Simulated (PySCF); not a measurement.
**MoHOH: relaxation and vibrations of the triplet**

Aim: relax MoHOH as a triplet from a linear start, check by its vibrations whether the end is a minimum, and collect its spectrum and constants.

Program: PySCF 2.14.0. Level of theory: PBE0, basis Mo def2-TZVP with ECP28, H def2-TZVP, O def2-TZVP, scalar-relativistic core potentials, no spin–orbit coupling, density fitting. These are calculated values, not measurements.

## 1. The starting structure

4 atoms, charge 0, spin multiplicity 3.

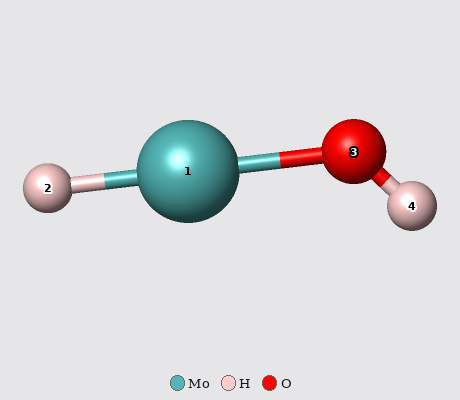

Start geometry, drawn with molybdenum teal, hydrogen pink, oxygen red; atoms are numbered from 1 in the order of the file.

```xyz
4
charge 0 multiplicity 3
Mo    0.0000    0.0000    0.0000
H     0.0000    0.0000    1.7000
O     0.0000    0.0000   -2.0100
H     0.7354    0.0000   -2.6271
```

## 2. First SCF at the start

The steps below are one call of a driver around PySCF. For each, scf.py gives the equivalent set-up of the SCF; relaxations use the driver's own optimiser. After this first run the driver tries any further starts and a stability analysis.

Input file scf.py:

```python
from pyscf import gto, scf, dft
mol = gto.M(atom='''
Mo     0.000000     0.000000     0.000000
H      0.000000     0.000000     1.700000
O      0.000000     0.000000    -2.010000
H      0.735400     0.000000    -2.627100''',
    basis={'Mo': 'def2-TZVP', 'H': 'def2-TZVP', 'O': 'def2-TZVP'},
    ecp={'Mo': 'def2-TZVP'},
    charge=0, spin=2)
mf = dft.UKS(mol, xc='PBE0')
mf.grids.atom_grid = (50, 194)
aux = {'Mo': 'def2-universal-JKFIT', 'H': 'def2-universal-JKFIT', 'O': 'def2-universal-JKFIT'}
mf = mf.density_fit(auxbasis=aux)
mf.conv_tol = 1e-08
mf.diis_space = 10
mf.max_cycle = 60
mf.init_guess = 'minao'
mf.verbose = 4
mf.kernel()
```

Started as:

```console
$ OMP_NUM_THREADS=2 python axn.py task.json out
```

The program printed, cut to the lines that bear on the results:

```text
[... the frontier levels of the middle cycles are left out ...]
init E= -137.916603536889
[... the frontier-level lines of each cycle are left out ...]
cycle= 1 E= -144.189073116328  delta_E= -6.27  |g|= 0.705  |ddm|= 2.61
cycle= 2 E= -143.057758152376  delta_E= 1.13  |g|= 1.67  |ddm|= 1.97
cycle= 3 E= -144.354206966233  delta_E= -1.3  |g|= 0.358  |ddm|= 1.54
cycle= 4 E= -144.410735224539  delta_E= -0.0565  |g|= 0.154  |ddm|= 0.484
cycle= 5 E= -144.426702863645  delta_E= -0.016  |g|= 0.0429  |ddm|= 0.227
cycle= 6 E= -144.430803095849  delta_E= -0.0041  |g|= 0.0281  |ddm|= 0.13
cycle= 7 E= -144.434826537581  delta_E= -0.00402  |g|= 0.0246  |ddm|= 0.127
cycle= 8 E= -144.436499667616  delta_E= -0.00167  |g|= 0.0243  |ddm|= 0.0505
cycle= 9 E= -144.435303648356  delta_E= 0.0012  |g|= 0.0239  |ddm|= 0.0369
cycle= 10 E= -144.426994165361  delta_E= 0.00831  |g|= 0.0159  |ddm|= 0.446
cycle= 11 E= -144.427969296005  delta_E= -0.000975  |g|= 0.0163  |ddm|= 0.0794
cycle= 12 E= -144.431112440821  delta_E= -0.00314  |g|= 0.0165  |ddm|= 0.232
cycle= 13 E= -144.429796643521  delta_E= 0.00132  |g|= 0.0077  |ddm|= 0.14
cycle= 14 E= -144.429799578807  delta_E= -2.94e-06  |g|= 0.00815  |ddm|= 0.0901
[... 9 cycles left out ...]
cycle= 24 E= -144.431364892736  delta_E= -2.59e-05  |g|= 0.000561  |ddm|= 0.0305
cycle= 25 E= -144.431369886804  delta_E= -4.99e-06  |g|= 0.000424  |ddm|= 0.0131
cycle= 26 E= -144.431371446886  delta_E= -1.56e-06  |g|= 0.000382  |ddm|= 0.0038
cycle= 27 E= -144.431372889122  delta_E= -1.44e-06  |g|= 0.000339  |ddm|= 0.00484
cycle= 28 E= -144.431374175356  delta_E= -1.29e-06  |g|= 0.00028  |ddm|= 0.00433
cycle= 29 E= -144.43137513778  delta_E= -9.62e-07  |g|= 0.000175  |ddm|= 0.00502
cycle= 30 E= -144.431375797561  delta_E= -6.6e-07  |g|= 0.000195  |ddm|= 0.00287
cycle= 31 E= -144.43137585267  delta_E= -5.51e-08  |g|= 0.000178  |ddm|= 0.00172
cycle= 32 E= -144.431376069336  delta_E= -2.17e-07  |g|= 0.000193  |ddm|= 0.00137
cycle= 33 E= -144.431376078988  delta_E= -9.65e-09  |g|= 0.000199  |ddm|= 0.000279
cycle= 34 E= -144.431375950841  delta_E= 1.28e-07  |g|= 0.000178  |ddm|= 0.00103
cycle= 35 E= -144.43137595194  delta_E= -1.1e-09  |g|= 0.000121  |ddm|= 0.00152
cycle= 36 E= -144.431375988411  delta_E= -3.65e-08  |g|= 4.38e-05  |ddm|= 0.00241
cycle= 37 E= -144.431375995731  delta_E= -7.32e-09  |g|= 2.36e-05  |ddm|= 0.000711
Extra cycle  E= -144.431375997879  delta_E= -2.15e-09  |g|= 1.91e-05  |ddm|= 8.07e-05
converged SCF energy = -144.431375997879  <S^2> = 2.0101739  2S+1 = 3.006775
```

This step, with its further starts and checks, took 37 s on 2 threads of Arm Neoverse V1, shared host.

Energies from each starting density:

```tsv
start	energy (Eh)
the minimal-basis guess	-144.431376
a thermally smeared density	-144.451051
a smeared PBE density	-144.431376
```

The first run landed in a state that is too high. Following the other starts and the instabilities gains 51.7 kJ/mol (-144.45105 Eh), and the work goes on from there.

## 3. Linear start, triplet: relaxation

The program finds Cs symmetry in the start, which this walk keeps. Threshold on the gradient: 0.0003 Eh/bohr, with a further test on the energy change.

scf.py: that of step 2 with these lines changed.

```diff
@@ -3,4 +3,4 @@
-Mo     0.000000     0.000000     0.000000
-H      0.000000     0.000000     1.700000
-O      0.000000     0.000000    -2.010000
-H      0.735400     0.000000    -2.627100''',
+Mo    -0.006394     0.000000     0.285415
+H     -0.006394     0.000000     1.985415
+O     -0.006394     0.000000    -1.724585
+H      0.729006     0.000000    -2.341685''',
@@ -17 +16,0 @@
-mf.init_guess = 'minao'
```

The optimiser's trace:

```tsv
step	energy (Eh)	change (kJ/mol)	largest symmetric gradient (Eh/bohr)
0	-144.451051	0.00	0.05608
1	-144.455961	-12.89	0.02733
2	-144.458327	-19.10	0.00886
3	-144.459308	-21.68	0.00998
4	-144.459980	-23.44	0.01924
5	-144.460959	-26.01	0.01092
6	-144.461687	-27.93	0.00736
7	-144.466552	-40.70	0.01478
8	-144.469549	-48.57	0.01691
9	-144.471964	-54.91	0.01056
10	-144.473727	-59.54	0.01365
11	-144.474667	-62.00	0.02975
12	-144.475690	-64.69	0.00585
13	-144.476045	-65.62	0.00335
14	-144.476220	-66.08	0.00366
15	-144.476245	-66.15	0.00066
16	-144.476247	-66.15	0.00022
```

The walk took 44 s.

Positions (Å) and forces (eV/Å) along the way:

```
step 0
Mo  -0.006   0.000   0.285  -0.234   0.000  -2.884
H   -0.006   0.000   1.985   0.108   0.000   1.242
O   -0.006   0.000  -1.725   0.167   0.000   1.706
H    0.729   0.000  -2.342  -0.041   0.000  -0.064
step 1
Mo  -0.022   0.000   0.245  -0.315   0.000  -1.405
H    0.003   0.000   1.992   0.142   0.000   0.676
O    0.003   0.000  -1.698   0.369   0.000   0.731
H    0.726   0.000  -2.334  -0.196   0.000  -0.001
step 8
Mo  -0.583   0.000   0.185   0.869   0.000  -0.046
H    0.331   0.000   1.693  -0.336   0.000  -0.516
O    0.153   0.000  -1.486  -0.819   0.000   0.189
H    0.808   0.000  -2.187   0.286   0.000   0.373
step 16
Mo  -0.641   0.000   0.151  -0.001   0.000   0.008
H    0.455   0.000   1.450  -0.005   0.000  -0.005
O   -0.012   0.000  -1.557   0.013   0.000  -0.004
H    0.908   0.000  -1.839  -0.007   0.000   0.001
```

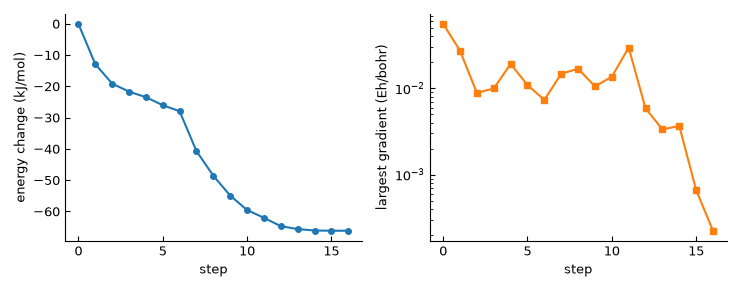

Energy and largest gradient along the walk.

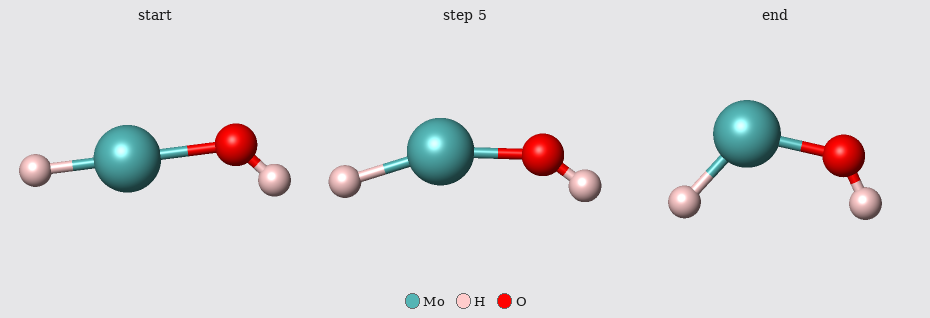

Start and end of the relaxation, with a step between.

End point (Cs, 16 steps, 66.2 kJ/mol gained): Mo–H 1.700 Å, Mo–O 1.820 Å, O–H 0.963 Å; H–Mo–O 119.7°, H–O–Mo 127.2°.

## 4. Is it a minimum? Harmonic modes

On the finer grid the gradient is checked again; gradients at displacements of ±0.02 bohr then give force constants and infrared intensities.

scf.py: that of step 3 with these lines changed.

```diff
@@ -3,4 +3,4 @@
-Mo    -0.006394     0.000000     0.285415
-H     -0.006394     0.000000     1.985415
-O     -0.006394     0.000000    -1.724585
-H      0.729006     0.000000    -2.341685''',
+Mo    -0.109631     0.000000     0.241726
+H      0.985863     0.000000     1.540877
+O      0.518841     0.000000    -1.465847
+H      1.439316     0.000000    -1.748134''',
@@ -11 +11 @@
-mf.grids.atom_grid = (50, 194)
+mf.grids.atom_grid = (75, 302)
@@ -14 +14 @@
-mf.conv_tol = 1e-08
+mf.conv_tol = 1e-10
```

The driver hands on the density of the step before, so the log starts near convergence.

SCF at the final geometry:

```text
init E= -144.476233119884
[... the frontier-level lines of each cycle are left out ...]
cycle= 1 E= -144.476233119884  delta_E= -7.39e-13  |g|= 5.03e-06  |ddm|= 1e-05
Extra cycle  E= -144.476233119861  delta_E= 2.35e-11  |g|= 9.25e-06  |ddm|= 1.46e-05
converged SCF energy = -144.476233119861  <S^2> = 2.0470344  2S+1 = 3.0311941
```

The whole step took 75 s.

Geometry: Cs; Mo–H 1.699 Å, Mo–O 1.820 Å, O–H 0.963 Å; H–Mo–O 119.7°, H–O–Mo 127.3°.

Modes, for the most abundant isotopes:

| symmetry | ω (cm⁻¹) | IR (km/mol) |
| --- | --- | --- |
| a' | 432 | 138 |
| a'' | 479 | 188 |
| a' | 700 | 69.2 |
| a' | 759 | 99.7 |
| a' | 1868 | 188 |
| a' | 3839 | 215 |

Every mode is real; the point is a minimum.

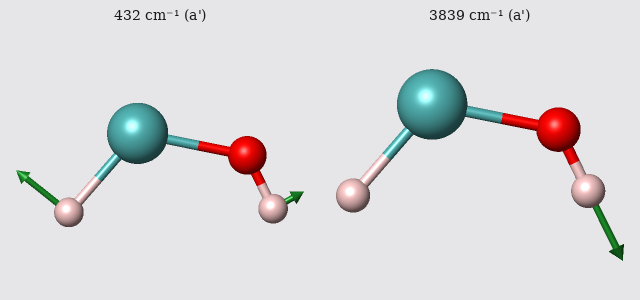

Displacements of 2 of the modes, as arrows (one member where a mode is degenerate).

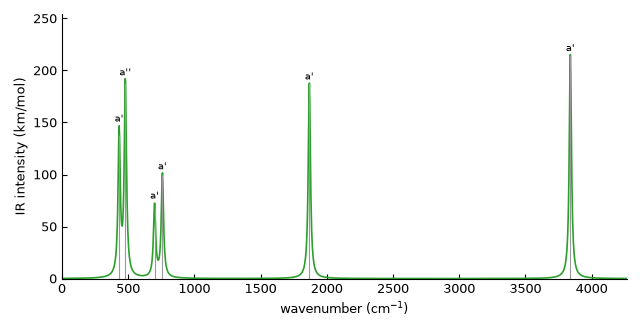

The harmonic infrared spectrum (widths in cm⁻¹). Lines are broadened to a width of 20 cm⁻¹ (Lorentzian).

Constants and moments:

```yaml
Dipole_moment: 0.48 D
Highest_occupied_level: -4.68 eV
Lowest_empty_level: -2.71 eV
Rotational_constants: 6.14, 0.3282, 0.3115 cm⁻¹
Zero-point_energy: 48.3 kJ/mol
Principal_polarisabilities: 62.2, 77.7, 78.8 bohr³
Atomisation_energy_without_zero-point_energy: 922 kJ/mol
Principal_traceless_quadrupole_moments_about_the_centre_of_mass: -5.69, -4.41, 10.09 D Å
Entropy_at_298.15_K_and_1_bar_electronic_part_spin_only: 271.8 J/(mol K)
Heat_capacity_Cp_at_298.15_K: 51.1 J/(mol K)
Enthalpy_at_298.15_K_above_0_K: 11.82 kJ/mol
Rotational_symmetry_number: 1
Spin_squared_⟨S²⟩: 2.047
```

Charges (e) and bond orders:

```
atom  Mulliken  Löwdin  polar tensor  spin (Mulliken)  Mayer order to Mo1
 Mo1      0.43    0.22          0.85             2.13                   –
  H2     -0.11   -0.12         -0.32            -0.09                0.98
  O3     -0.69   -0.28         -0.86            -0.05                1.21
  H4      0.36    0.17          0.33             0.01                0.00
```

Mulliken populations on Mo1 (outside its core potential): s 3.07, p 6.17, d 4.31, f 0.02.

## 5. What came out

| quantity | value |
| --- | --- |
| minimum | triplet, Cs |
| geometry | Mo–H 1.699 Å, Mo–O 1.820 Å, O–H 0.963 Å; H–Mo–O 119.7°, H–O–Mo 127.3° |
| wavenumbers (cm⁻¹) | 432 (a'), 479 (a''), 700 (a'), 759 (a'), 1868 (a'), 3839 (a') |
| dipole moment | 0.48 D |
| highest occupied, lowest empty level (either spin) | -4.68, -2.71 eV |
| polar-tensor charge of Mo1 | +0.85 e |
| zero-point energy | 48.3 kJ/mol |
| entropy at 298.15 K | 271.8 J/(mol K) |
| atomisation energy (no zero-point energy) | 922 kJ/mol |
| ⟨S²⟩ | 2.047 |

**Reading.** The linear start keeps its Cs symmetry and ends in a minimum. In the infrared the band at 3839 cm⁻¹ (a') leads. Most of the spin sits on Mo1 (Mulliken spin 2.13, against 2 for the whole molecule). The first SCF alone would have been 52 kJ/mol too high. Other starts or spin states, not run here, may lie lower. One determinant may miss the lowest occupation of an open d or f shell.

The search up to here took 2.6 min.
